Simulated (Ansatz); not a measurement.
Au (fcc, Cu type), conventional cell a = 4.124 Å, b = 4.124 Å, c = 4.124 Å, α = 90.00°, β = 90.00°, γ = 90.00°. The calculation uses the primitive cell of 1 atom, to which meshes and values per cell refer.

The volume is varied about the relaxed value V₀ at fixed cell shape. Symmetry pins the atoms to their sites.

Level of theory: r2SCAN (plane waves to 500 eV, PAW, scalar-relativistic; Ansatz, an electronic-structure program). k mesh 19×19×19 (Γ-centred), Fermi-Dirac smearing 0.05 eV. Energies are smeared free energies. Au was relaxed with its symmetry unable to fall. Spin-orbit coupling is left out, though Au is heavy. The PAW data are Ansatz's earlier set. The zero of ΔE is the relaxed starting cell.

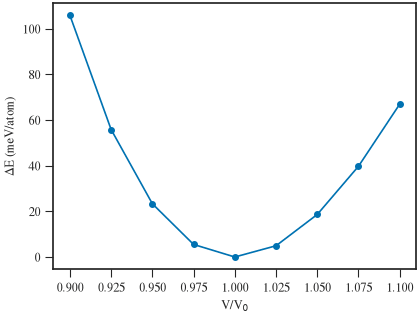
Figure. ΔE (meV/atom) against V/V₀; markers are the computed points, lines only join them.

**Question.** What is ΔE at V/V₀ = 1.100?

**Answer.** About 67 meV/atom.

**Question.** What is ΔE at V/V₀ = 0.900?

**Answer.** About 110 meV/atom.

**Question.** What bulk modulus B₀ follows from a third-order Birch-Murnaghan fit?

**Answer.** About 150 GPa.

(Under strain, the slope of the energy per volume gives the stress and its curvature an elastic modulus.)
